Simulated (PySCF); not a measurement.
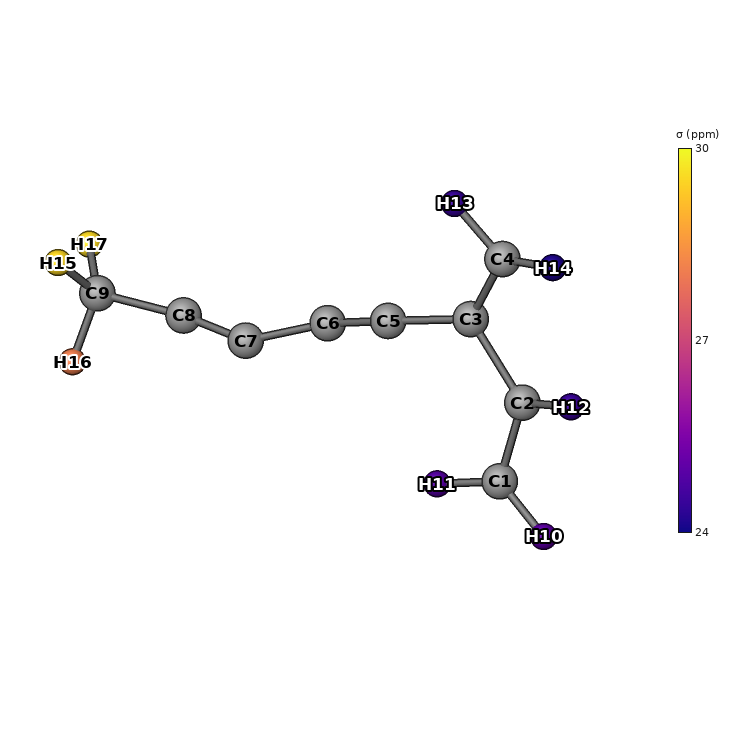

Atoms are coloured by their isotropic NMR shieldings (H only, the others grey). Geometry: a frame of a GFN2-xTB molecular-dynamics simulation, not a minimum. Level of theory: GIAO PBE0/pcSseg-1 NMR shielding, non-relativistic, gas phase (PySCF 2.14.0).

List the isotropic NMR shieldings of the H atoms.

```json
{"atom": "H10", "σ (ppm)": "25.05"}
{"atom": "H11", "σ (ppm)": "24.93"}
{"atom": "H12", "σ (ppm)": "24.53"}
{"atom": "H13", "σ (ppm)": "24.49"}
{"atom": "H14", "σ (ppm)": "24.17"}
{"atom": "H15", "σ (ppm)": "29.50"}
{"atom": "H16", "σ (ppm)": "28.12"}
{"atom": "H17", "σ (ppm)": "29.53"}
```
